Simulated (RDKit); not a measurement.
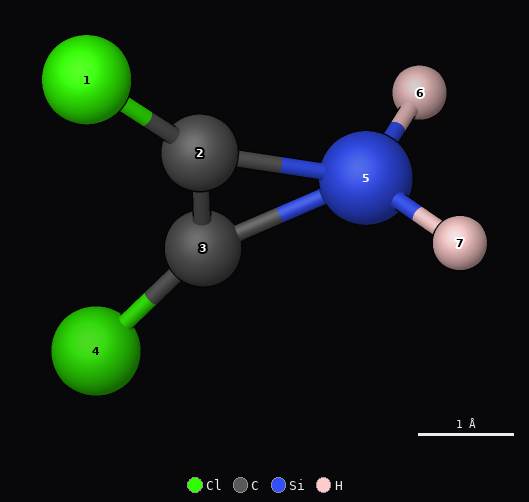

**Figure 1.** The structure as given in the input (ball-and-stick view, seen at a tilt; atoms are numbered from 1 in the order of the input). Bond lengths as drawn: C–C 1.34 Å, C–Cl 1.71 Å, C–Si 1.88 Å and H–Si 1.45 Å.

# C₂H₂Cl₂Si: property calculation

- system: C₂H₂Cl₂Si
- method: EHT (RDKit 2026.09.1)

The geometry comes from this level: GFN2-xTB.

Input file (run.py):
```python
import json
import numpy as np
from rdkit import Chem
from rdkit.Chem import AllChem
from rdkit.Chem import rdDetermineBonds
from rdkit.Chem import rdEHTTools

m = Chem.MolFromXYZFile("mol.xyz")
symbols = [a.GetSymbol() for a in m.GetAtoms()]
start = m.GetConformer().GetPositions().copy()

ok, res = rdEHTTools.RunMol(m, keepOverlapAndHamiltonianMatrices=True)
if not ok:
    raise RuntimeError("the extended Hueckel run failed")
eps = np.array(res.GetOrbitalEnergies())
nel = res.numElectrons
homo = (nel + 1) // 2 - 1
print(f"{res.numOrbitals} orbitals, {nel} valence electrons, sum of one-electron energies {res.totalEnergy:.4f} eV")
for i in range(max(0, homo - 5), min(len(eps), homo + 6)):
    print(f"{i + 1:4d} {eps[i]:10.4f} eV", "(HOMO)" if i == homo else "(LUMO)" if i == homo + 1 else "")
q = np.array(res.GetAtomicCharges())
print("Mulliken charges:", " ".join(f"{a}{i + 1}={c:+.3f}" for i, (a, c) in enumerate(zip(symbols, q))))
op = res.GetReducedOverlapPopulationMatrix()
pairs = [(k, i, op[i * (i + 1) // 2 + k]) for i in range(len(symbols)) for k in range(i) if abs(op[i * (i + 1) // 2 + k]) > 0.1]
print("reduced overlap populations above 0.1")
for k, i, p in pairs:
    print(f"  {symbols[k]}{k + 1}-{symbols[i]}{i + 1} {p:7.3f}")
json.dump(dict(symbols=symbols, start=start.tolist(), energy=res.totalEnergy * 23.060548, homo=eps[homo], lumo=eps[homo + 1] if homo + 1 < len(eps) else None, orbital_energies=eps.round(4).tolist(), charges_mulliken=q.tolist(), bond_orders=[[k + 1, i + 1, round(p, 4)] for k, i, p in pairs], nel=nel), open("results.json", "w"))
```

File mol.xyz:
```
7

Cl    -0.301620    -1.735750     1.958470
C     -0.104870    -0.614620     0.687110
C      0.361690    -0.640630    -0.566060
Cl     1.021650    -1.814880    -1.615290
Si    -0.220700     1.088370    -0.104880
H     -1.497170     1.590710    -0.589110
H      0.741020     2.126790     0.229770
```

Machine: 1 thread of Arm Neoverse V2, 256 GiB of memory available, shared host.

Launched with:
```bash
python run.py
```

What the program printed:
```
22 orbitals, 28 valence electrons, sum of one-electron energies -485.3782 eV
   9   -14.8619 eV
  10   -14.5560 eV
  11   -14.2744 eV
  12   -11.7757 eV
  13   -11.5052 eV
  14   -11.4558 eV (HOMO)
  15    -6.8410 eV (LUMO)
  16    -3.4133 eV
  17     8.0817 eV
  18     8.8551 eV
  19    12.5744 eV
Mulliken charges: Cl1=-0.047 C2=-0.197 C3=-0.199 Cl4=-0.048 Si5=+0.879 H6=-0.194 H7=-0.193
reduced overlap populations above 0.1
  Cl1-C2   0.717
  Cl1-C3  -0.116
  C2-C3   1.259
  C2-Cl4  -0.116
  C3-Cl4   0.716
  C2-Si5   0.556
  C3-Si5   0.555
  Si5-H6   0.743
  Si5-H7   0.743
```

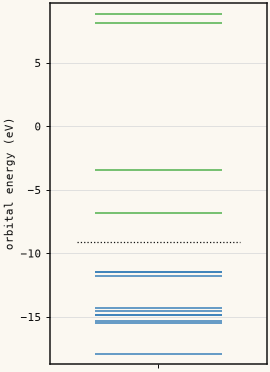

**Figure 2.** Orbital energies near the frontier; the dotted line parts filled from empty levels, and levels within 0.02 eV of each other stand side by side. Highest filled −11.46 eV, lowest empty −6.84 eV, 4.62 eV apart.

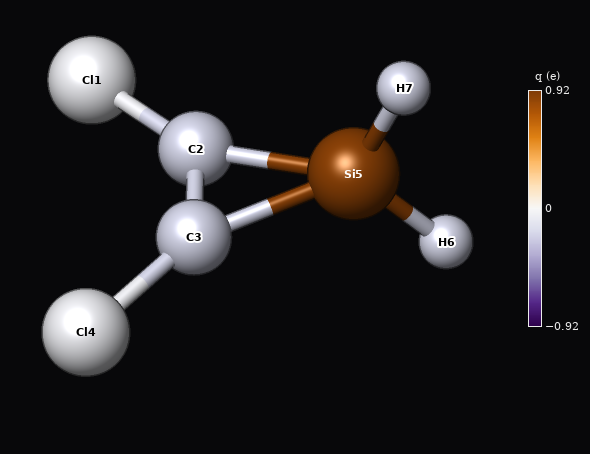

**Figure 3.** Mulliken charges, as the colour of each atom (ball-and-stick view, seen at a tilt; atoms are numbered from 1 in the order of the input). By element: Cl −0.05, C −0.20, Si +0.88 and H −0.19 e.

Results in brief:

| quantity | value |
| --- | --- |
| outcome | converged |
| total energy | −17.837318 hartree |
| HOMO | −11.46 eV |
| LUMO | −6.84 eV |
| peak memory | 0.073 GiB |
